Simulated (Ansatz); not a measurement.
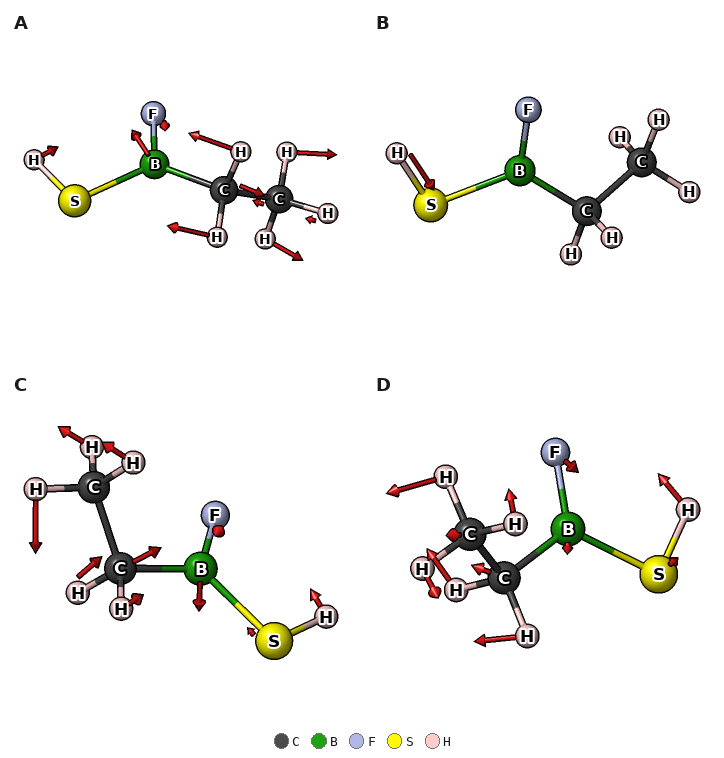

4 normal modes of one molecule or complex, as arrows. Harmonic vibrations computed with RKS PBE0-D4/def2-TZVP (Ansatz 0.2.0) at a stationary point of the same level.

Match the panels to the wavenumbers 276 cm⁻¹, 663 cm⁻¹, 1354 cm⁻¹, 2708 cm⁻¹.

A: 1354 cm⁻¹
B: 2708 cm⁻¹, S–H stretching
C: 663 cm⁻¹
D: 276 cm⁻¹
